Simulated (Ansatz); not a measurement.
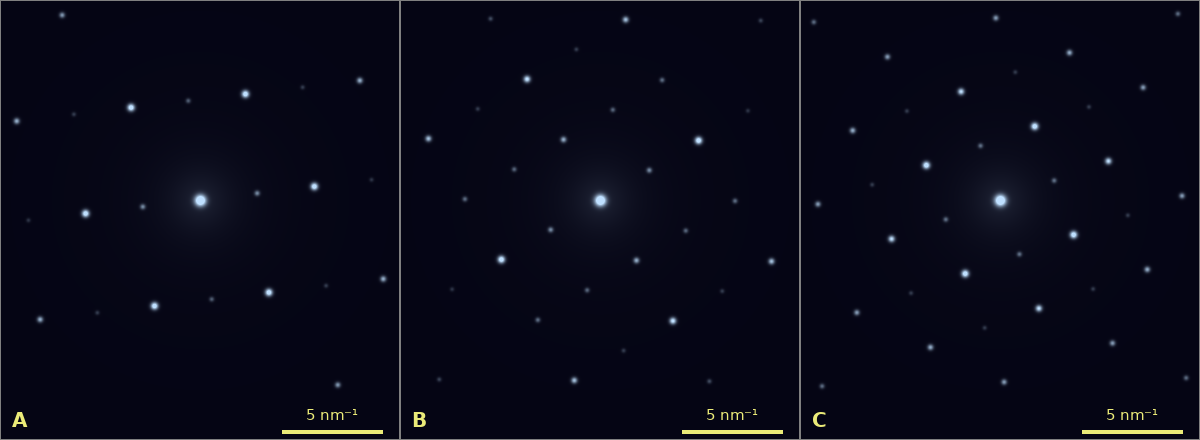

Simulated selected-area electron diffraction patterns (200 kV, kinematic approximation, thin crystal, B = 0.5 Å² for all atoms).

All three come from Sc2SO, space group P4/mmm (No. 123), a = 3.473 Å, c = 4.900 Å. Structure: the end point of a relaxation with DFT PBE, scalar-relativistic, plane waves, PAW in Ansatz; the starting structure was generated, so it need not be a known form of this composition.

> Assign the zone axes [001], [101], [201] to A, B and C.

A is [201]: rectangular net of 0 1 0 at d = 3.47 Å and 1 0 -2 at d = 2.00 Å, at 90.0°. B is [101]: rectangular net of 0 1 0 at d = 3.47 Å and 1 0 -1 at d = 2.83 Å, at 90.0°. C is [001]: square net of 1 0 0 at d = 3.47 Å and 0 1 0 at d = 3.47 Å, at 90.0°.
